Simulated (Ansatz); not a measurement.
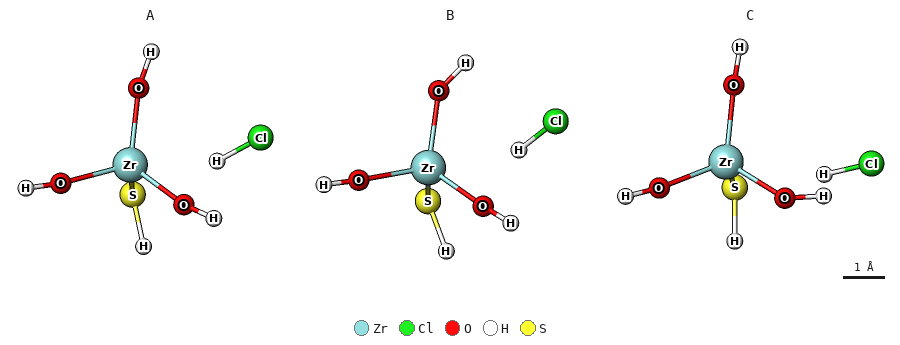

3 geometries from one relaxation of ZrH$_{5}$SO$_{3}$Cl, in shuffled order. Style: ball-and-stick. Shown from a free direction.

The run prepares an end point of a later path (reaction) calculation, from a guessed geometry.

Method: Ansatz 0.2.0, RKS B3LYP-D4/def2-SVP. (no spin polarisation; force threshold 0.03 eV/Å; at most 50 steps)

Q: Put them in the order of the run, from the start to the converged end.

A: B, A, C. They are steps 0, 17, 45, at +0.080 eV, +0.016 eV relative to the last. The largest move after the best rigid fit is that of the Cl atom, 1.13 Å. By element the largest moves are Cl 1.13 Å, H 1.02 Å, S 0.38 Å, O 0.22 Å, Zr 0.15 Å. Near-neighbour distances that change, for instance: H–Zr 3.223 → 3.188 Å, Cl–H 1.339 → 1.324 Å, S–Zr 2.546 → 2.533 Å, O–Zr 1.922 → 1.934 Å. Bond angles that change, for instance: Zr–O–H 175.6° → 131.5°, Zr–O–H 143.8° → 173.0°, O–Zr–O 108.0° → 115.4°. Groups turn about S–Zr by about 25°. After 39 accepted moves (45 points after the start) the energy has fallen by 0.080 eV. The largest force component goes from 0.82 to 0.018 eV/Å. The line search rejected the trial steps at points 4, 20, 23, 31, 34, 38 of the run. The forces were under the threshold at step 21, but the run went on from there.

Limits of the set-up: the start holds two separate molecules, 2.6 Å apart at their closest, whose relative position is a soft coordinate.
